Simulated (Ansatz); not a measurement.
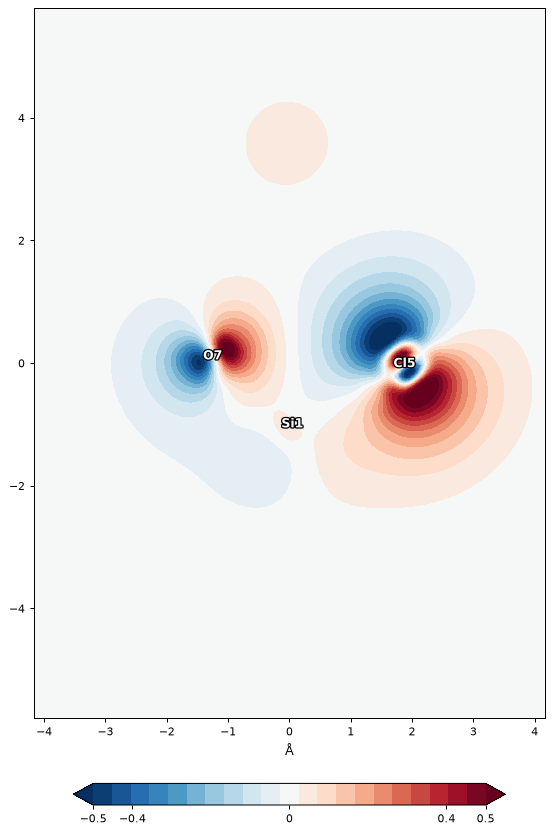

*ClH3OSi···H2···HF. The HOMO−1 on the plane of atoms Cl5, Si1 and O7 (values in Å⁻³ᐟ²; the overall sign is arbitrary).*

These are results of UKS BLYP/def2-SVP in Ansatz, not measurements.

| atom | x (Å) | y (Å) | z (Å) |
| --- | --- | --- | --- |
| Si | -0.7844 | 1.2548 | -0.5770 |
| H | 0.8732 | -2.0652 | 2.1388 |
| H | 0.3286 | 1.8988 | -1.3186 |
| H | -2.1357 | 1.6732 | -1.0570 |
| Cl | -0.6756 | 1.7020 | 1.4541 |
| H | 1.0585 | -0.7491 | -0.6073 |
| O | -0.5800 | -0.4101 | -0.8546 |
| H | 1.1809 | -1.6657 | 1.5589 |
| F | 1.9563 | -0.6233 | -0.3036 |
| H | -1.2218 | -1.0152 | -0.4336 |

### Where does this orbital lie, and at what energy?

It lies mainly on Cl5 (about 50 %), F9 (about 30 %) and O7 (about 10 %); largely a combination of lone pairs on Cl5, F9 and O7. Its energy is −7.75 eV.
